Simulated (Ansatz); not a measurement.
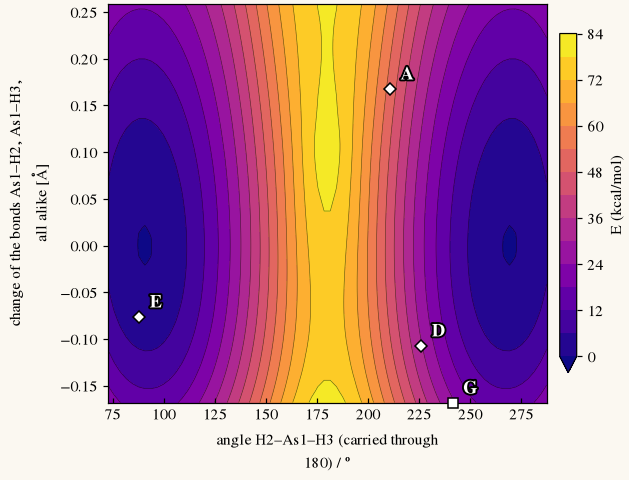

AsH2, SMILES [AsH2], spin multiplicity 2. 
- The first coordinate is: angle H2–As1–H3 (carried through 180); the second: change of the bonds As1–H2, As1–H3, all alike.
- Nothing is relaxed (all other coordinates rigid).
- The grid has 15 × 15 points; 120 points were computed and 105 follow by symmetry.
- Points are written as (first, second).
- Energies: kcal/mol, counted from the lowest grid point.
- In part of the range the unrestricted reference is strongly spin-contaminated.
- Theory: Ansatz, UKS PBE0-D4/def2-TZVP.

The picture shows filled contours, lettered points. Between grid points the surface is interpolated.

**Rank the lettered points by energy, lowest first.**

E (2.6 kcal/mol), G (25 kcal/mol), D (30 kcal/mol), A (52 kcal/mol).

**What kind of point is each of A, D: minimum, saddle, maximum or slope?**

A: on a slope; D: on a slope. (In these two coordinates alone; a stationary point may lie a little off the grid point.)
